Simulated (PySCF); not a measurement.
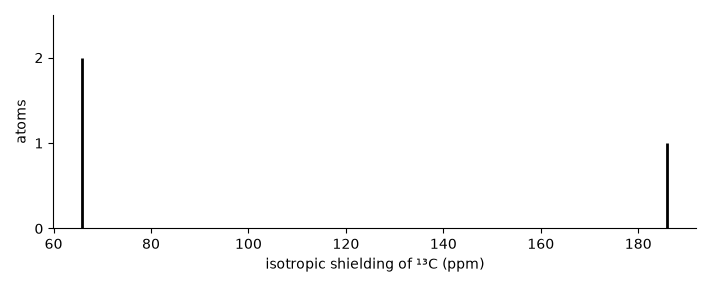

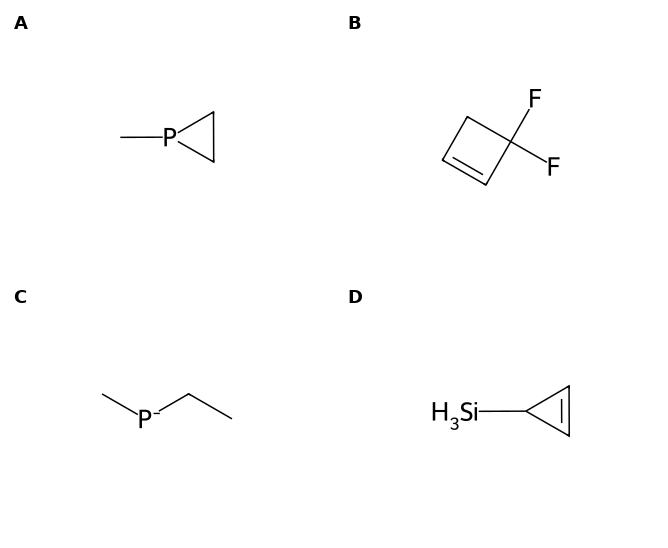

The sticks are computed shieldings of one of the molecules, for one fixed geometry (GFN2-xTB) without averaging over rotations. Low shielding means a high chemical shift. Method: GIAO PBE0/pcSseg-1 NMR shielding, non-relativistic, gas phase (PySCF 2.14.0).

> Match the spectrum to a structure.

D, `[SiH3]C1C=C1`. Its 3 C atoms give lines at 65.9 (2 atoms), 185.9 ppm.

The geometry is semi-empirical. Around P, Si such bond lengths and angles can be off by a tenth of an ångström or more and by several degrees, and values that hang on the shape move with them.
